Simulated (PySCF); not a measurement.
C$_{4}$H$_{6}$ClF$_{3}$Si

Input

```
{"job": {"kind": "uv", "xc": "wB97X-D", "basis": "def2-SVPD", "nstates": 8, "ntriplets": 3}, "charge": 0, "multiplicity": 1}
F      3.073537     0.891182     0.817530
C      1.844000     0.999744     0.244259
F      1.979589     0.573850    -1.041780
Si     0.569345    -0.106877     1.188263
C     -0.138877    -1.543598     0.204276
C     -1.081563    -0.322027     0.278494
C     -1.368209     0.393853    -0.999465
F     -1.727525     1.690278    -0.761159
Cl    -2.726900    -0.380884    -1.885509
H      1.607301     2.072343     0.202393
H      0.699223    -0.005523     2.625782
H      0.252082    -1.768052    -0.779930
H     -0.493975    -2.434044     0.701553
H     -1.977640    -0.470860     0.868433
H     -0.514801     0.418604    -1.685052
```

Launched as:

```sh
OMP_NUM_THREADS=1 python probes_run.py task.json out
```

Geometry: GFN2-xTB.

These are results of wB97X-D/def2-SVPD, SCF density, gas phase in PySCF 2.14.0, not measurements.

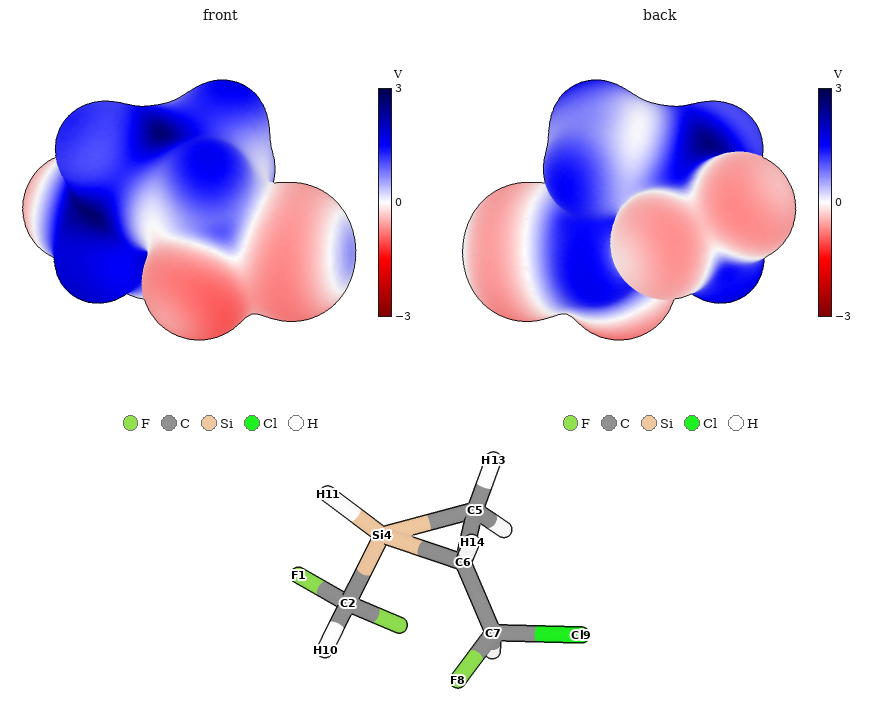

Figure 1. The electrostatic potential painted on the density surface at 0.004 e/bohr³, seen from the front and from behind; red is negative and blue positive. The bare structure is drawn below in the same view.

> Which sites attract a positive test charge, and which a negative one?

A positive charge is drawn to the negative regions and a negative charge to the positive ones. The most negative region (about −0.9 V, or −21 kcal/mol for a unit charge) lies over F8, the most positive (about +2.6 V, or +60 kcal/mol for a unit charge) over Si4. Cl9 shows a σ-hole: about +0.6 V, or +14 kcal/mol for a unit charge at the tip opposite its bond, against about −0.6 V, or −14 kcal/mol for a unit charge on its flanks.

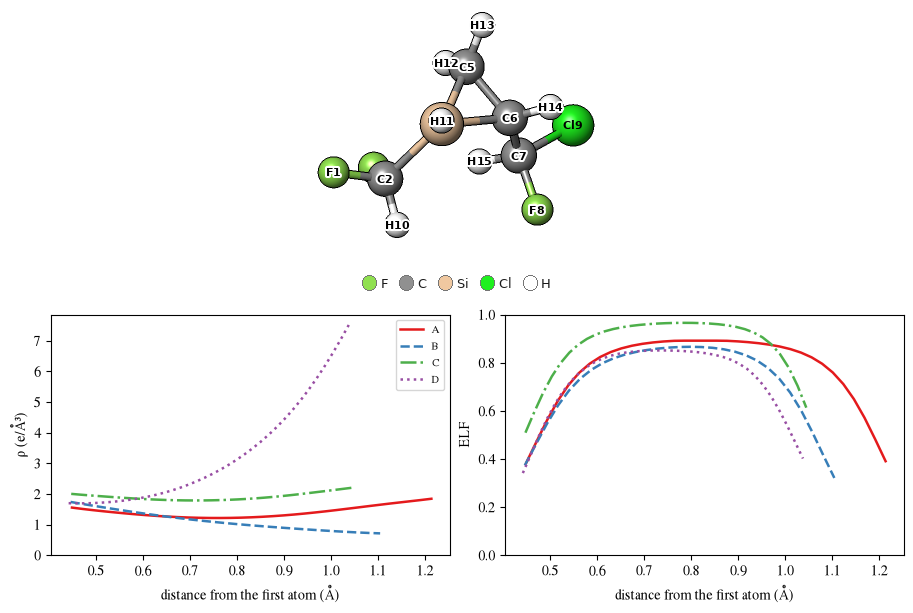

Figure 2. Total electron density and ELF along straight lines between neighbouring atoms. The curves leave out the atomic cores. The structure is drawn too.

> Which curve belongs to which contact (C–C, C–Cl, C–F and C–Si)? The first atom named is at distance zero.

Curve A: C–Cl (1.80 Å): ρ at the midpoint is about 1.3 e/Å³; the ELF peaks at about 0.90 between the atoms (localised, covalent bonding). Curve B: C–Si (1.88 Å): ρ is about 0.85 e/Å³ halfway; the ELF peaks at about 0.85 between the atoms: a shared electron pair. Curve C: C–C (1.49 Å): ρ at the midpoint is about 1.8 e/Å³; the ELF peaks at about 0.95 between the atoms; localised, covalent bonding. Curve D: C–F (1.36 Å): ρ at the midpoint is about 2.2 e/Å³, with its minimum of 1.7 e/Å³ about 0.5 Å from C; the ELF peaks at about 0.85 between the atoms (a shared but strongly polarised pair).
